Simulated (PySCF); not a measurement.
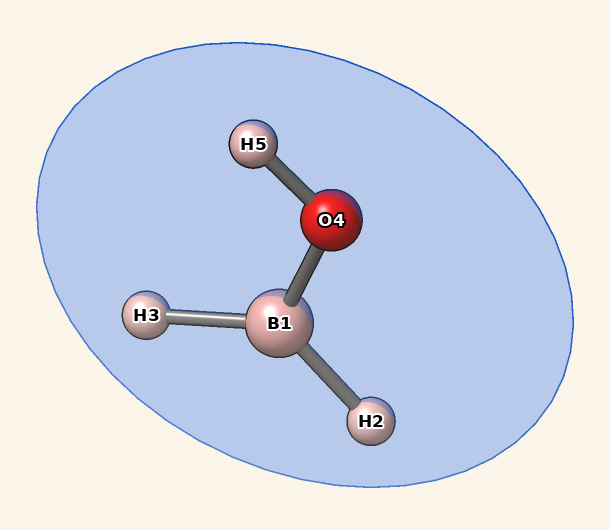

A disc through the centre of mass is drawn in. Atoms fade into the background with distance from the viewer. The computed structure is the end point of a PBE0-D4/def2-TZVP optimisation. No frequency run is at hand to confirm it as a minimum.

> Is the plane of the disc a mirror plane of the structure?

Yes. The reflection leaves B1, H2, H3, O4, H5 in place. The point group is Cs.
